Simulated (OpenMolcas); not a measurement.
**C2H5GeN (SMILES C1=[N][GeH2][CH2]1): levels of theory compared**

Wanted: a comparison of 6 runs (HF/def2-SVP, B3LYP/6-31G*, BLYP/def2-SVP, SVWN5/def2-SVP, r2SCAN/def2-SVP, CCSD(T)/def2-SVP) of C2H5GeN. 

Program for the calculation: OpenMolcas 26.06.

1 further run of the same task is left out (set aside as unsound or not needed).

### 1 Starting point

C2H5GeN: 9 atoms, total charge 0, spin state singlet. As SMILES, `C1=[N][GeH2][CH2]1`. The C1–H5 distance was set to 1.647 Å, away from the relaxed value. At this shape a bond of the SMILES string is far longer than usual.

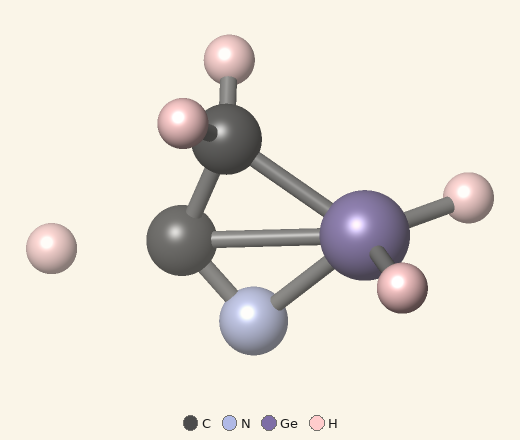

The structure, seen from a chosen angle (carbon dark grey, nitrogen light blue, germanium purple, hydrogen pink).

### 2 The energy at HF/def2-SVP (run 1)

job.inp

```
* C2H5GeN Hartree-Fock
&GATEWAY
BASLIB=$CurrDir
COORD
9
bohr
C      0.10888035    -0.53815999    -1.24895968
N      2.41944848     0.15574745    -1.37443749
Ge     2.17000463     1.56000293     1.94108699
C     -1.21128232     0.12815745     1.19559003
H     -1.27669897    -2.03995935    -3.59690471
H      2.45837684     4.44844931     2.07544652
H      3.81803479     0.26062725     3.95118867
H     -2.78939261     1.44057224     0.98488557
H     -1.83526989    -1.49814086     2.30145776
BASIS=def2-SVP
GROUP=NoSym
&SEWARD
&SCF
THRESHOLDS=1e-10 1e-07 1e-07 1e-05
PRORBITALS=1
```

The basis set def2-SVP is read from a file made from the Basis Set Exchange's data (not shown).

Run with:

```sh
$ export MOLCAS_MEM=1860
$ pymolcas job.inp > job.log
```

Standard output:

```text
--- Start Module: gateway ---
[...]
--- Stop Module: gateway /rc=_RC_ALL_IS_WELL_ ---
--- Start Module: seward ---
[...]
      Basis functions           99
--- Stop Module: seward /rc=_RC_ALL_IS_WELL_ ---
[...]
--- Start Module: scf ---
[...]
       Convergence after  15 Iterations
[...]
::    Total SCF energy                              -2207.9607820161
[...]
      Total spin, S                                     0.0000000000
[...]
      Total electronic charge=   56.000000
      Total            charge=   -0.000000
[...]
      Dipole Moment (debye):
      Origin of the operator (angstrom)=    0.8209    0.5212    0.5853
                   X= -1.3675E+00               Y=  8.4675E-01               Z=  2.8809E+00           Total=  3.2995E+00
      Quadrupole Moment (debye*angstrom):
[...]
--- Stop Module: scf /rc=_RC_ALL_IS_WELL_ ---
[...]
```

Wall time 13 s (1 thread of AMD EPYC 7R43 (Zen 3), shared host); peak memory 0.55 GiB.

### 3 A single-point energy at B3LYP/6-31G(d) (spherical functions) (run 2)

mol.inp

```
* C2H5GeN Kohn-Sham DFT

&GATEWAY
 BasLib
 $CurrDir
 Coord
 9
 angstrom
 C        0.057617      -0.284782      -0.660921
 N        1.280317       0.082418      -0.727321
 Ge       1.148317       0.825518       1.027179
 C       -0.640983       0.067818       0.632679
 H       -0.675600      -1.079500      -1.903400
 H        1.300917       2.354018       1.098279
 H        2.020417       0.137918       2.090879
 H       -1.476083       0.762318       0.521179
 H       -0.971183      -0.792782       1.217879
 Basis
 6-31Gs
 Group
 NoSym

&SEWARD
 GridInput
 Grid=UltraFine
 End of Grid

&SCF
 KSDFT
 B3LYP
 Thresholds
 1e-10 1e-07 1e-07 1e-05
 PrOrbitals
 1 2
```

The basis set 6-31G* is read from a file made from the Basis Set Exchange's data (not shown).

Run with:

```sh
$ export MOLCAS_MEM=1860
$ pymolcas mol.inp > mol.log
```

Standard output:

```text
--- Start Module: gateway ---
[...]
--- Stop Module: gateway /rc=_RC_ALL_IS_WELL_ ---
--- Start Module: seward ---
[...]
      Basis functions           84
--- Stop Module: seward /rc=_RC_ALL_IS_WELL_ ---
[...]
--- Start Module: scf ---
[...]
       Convergence after  17 Iterations
[...]
::    Total KS-DFT energy                           -2210.6086334351
[...]
      Total spin, S                                     0.0000000000
[...]
      Total electronic charge=   56.000000
      Total            charge=   -0.000000
[...]
      Dipole Moment (debye):
      Origin of the operator (angstrom)=    0.8209    0.5212    0.5853
                   X= -1.2918E+00               Y=  7.5916E-01               Z=  2.6306E+00           Total=  3.0274E+00
      Quadrupole Moment (debye*angstrom):
[...]
--- Stop Module: scf /rc=_RC_ALL_IS_WELL_ ---
[...]
```

Run time: 53 s. Hardware: 1 thread of AMD EPYC 7R43 (Zen 3), shared host; peak memory 0.47 GiB.

Run 3 isn't shown in full; the table further down has it.

### 4 The energy at SVWN5/def2-SVP (run 4)

run.inp

```
* C2H5GeN Kohn-Sham DFT
&gateway
baslib=$CurrDir
coord
9
angstrom
C        0.057617      -0.284782      -0.660921
N        1.280317       0.082418      -0.727321
Ge       1.148317       0.825518       1.027179
C       -0.640983       0.067818       0.632679
H       -0.675600      -1.079500      -1.903400
H        1.300917       2.354018       1.098279
H        2.020417       0.137918       2.090879
H       -1.476083       0.762318       0.521179
H       -0.971183      -0.792782       1.217879
basis=def2-SVP
group=NoSym
&seward
gridinput
Grid=UltraFine
End of Grid
&scf
ksdft=SVWN5
thresholds=1e-10 1e-07 1e-07 1e-05
prorbitals=0
```

The basis set def2-SVP is read from a file made from the Basis Set Exchange's data (not shown).

Run with:

```sh
$ export MOLCAS_MEM=1860
$ pymolcas run.inp > run.log
```

Standard output:

```text
--- Start Module: gateway ---
[...]
--- Stop Module: gateway /rc=_RC_ALL_IS_WELL_ ---
--- Start Module: seward ---
[...]
      Basis functions           99
--- Stop Module: seward /rc=_RC_ALL_IS_WELL_ ---
[...]
--- Start Module: scf ---
[...]
       Convergence after  19 Iterations
[...]
::    Total KS-DFT energy                           -2206.1703501180
[...]
      Total spin, S                                     0.0000000000
[...]
      Total electronic charge=   56.000000
      Total            charge=   -0.000000
[...]
      Dipole Moment (debye):
      Origin of the operator (angstrom)=    0.8209    0.5212    0.5853
                   X= -1.2489E+00               Y=  7.0992E-01               Z=  2.4896E+00           Total=  2.8744E+00
      Quadrupole Moment (debye*angstrom):
[...]
--- Stop Module: scf /rc=_RC_ALL_IS_WELL_ ---
[...]
```

It took 46 s on 1 thread of AMD EPYC 7R43 (Zen 3), shared host; peak memory 0.55 GiB.

Run 5 isn't shown in full; the table further down has it.

### 5 The energy at CCSD(T)/def2-SVP (Cholesky decomposition) (run 6)

input.xyz

```xyz
9

C      0.057617    -0.284782    -0.660921
N      1.280317     0.082418    -0.727321
Ge     1.148317     0.825518     1.027179
C     -0.640983     0.067818     0.632679
H     -0.675600    -1.079500    -1.903400
H      1.300917     2.354018     1.098279
H      2.020417     0.137918     2.090879
H     -1.476083     0.762318     0.521179
H     -0.971183    -0.792782     1.217879
```

test.input

```
&GATEWAY
 BasLib = $CurrDir
 Coord = input.xyz
 Basis = def2-SVP
 Group = NoSym

&SEWARD
 High

&SCF
 Thresholds = 1e-10 1e-07 1e-07 1e-05
 PrOrbitals = 1

&CHCC
 Frozen = 12
 Threshold = 1e-08
 MaxIterations = 80

&CHT3
 Frozen = 12
```

The basis set def2-SVP is read from a file made from the Basis Set Exchange's data (not shown).

Run with:

```sh
$ export MOLCAS_MEM=1860
$ pymolcas test.input > test.log
```

Standard output:

```text
--- Start Module: gateway ---
[...]
--- Stop Module: gateway /rc=_RC_ALL_IS_WELL_ ---
[...]
      Basis functions           99
[...]
       Convergence after  15 Iterations
[...]
::    Total SCF energy                              -2207.9607819129
[...]
      Total spin, S                                     0.0000000000
[...]
      Total electronic charge=   56.000000
      Total            charge=   -0.000000
[...]
      Dipole Moment (debye):
      Origin of the operator (angstrom)=    0.8209    0.5212    0.5853
                   X= -1.3675E+00               Y=  8.4675E-01               Z=  2.8809E+00           Total=  3.2995E+00
      Quadrupole Moment (debye*angstrom):
[...]
--- Start Module: chcc ---
[...]
--- Stop Module: chcc /rc=_RC_ALL_IS_WELL_ ---
[...]
--- Start Module: cht3 ---
[...]
--- Stop Module: cht3 /rc=_RC_ALL_IS_WELL_ ---
[...]
```

Run time: 6.8 min. Hardware: 1 thread of AMD EPYC 7R43 (Zen 3), shared host; peak memory 0.17 GiB.

### 6 All runs side by side

```csv
run,level,integration grid,integral approximation,energy (Eh),dipole moment (D) of the reference,HOMO energy (eV),LUMO energy (eV),wall time
1,HF/def2-SVP,–,none,-2207.960782,3.30,-9.90,3.16,13 s
2,B3LYP/6-31G* (spherical functions),UltraFine,none,-2210.608633,3.03,-6.62,-0.32,53 s
3,BLYP/def2-SVP,UltraFine,none,-2210.493098,2.89,-5.49,-1.16,62 s
4,SVWN5/def2-SVP,UltraFine,none,-2206.170350,2.87,-5.69,-1.50,46 s
5,r2SCAN/def2-SVP,UltraFine,none,-2210.408772,3.04,-5.91,-1.16,66 s
6,CCSD(T)/def2-SVP (Cholesky decomposition),–,CD high,-2208.687097,3.30,-9.90,3.16,6.8 min
```

### 7 Summary of results

```
                                           quantity           value
                                run 6: total energy  -2208.68710 Eh
          run 6: dipole moment (mean-field density)          3.30 D
         run 6: HOMO energy (Hartree–Fock orbitals)        -9.90 eV
         run 6: LUMO energy (Hartree–Fock orbitals)         3.16 eV
       run 6: HOMO–LUMO gap (Hartree–Fock orbitals)        13.05 eV
run 6: correlation energy (12 core orbitals frozen)      -726.3 mEh
                              run 6: (T) correction      -27.79 mEh
```

What this shows: Over runs 1, 2, 3, 4, 5 the dipole moment (its size) runs from 2.87 D (SVWN5/def2-SVP) to 3.30 D (HF/def2-SVP). Over runs 1, 2, 3, 4, 5 the HOMO–LUMO gap runs from 4.20 eV (SVWN5/def2-SVP) to 13.05 eV (HF/def2-SVP). Exact exchange widens orbital gaps. Totals of different functionals can't be ranked against each other. All runs together took 11 min, the longest 6.8 min.
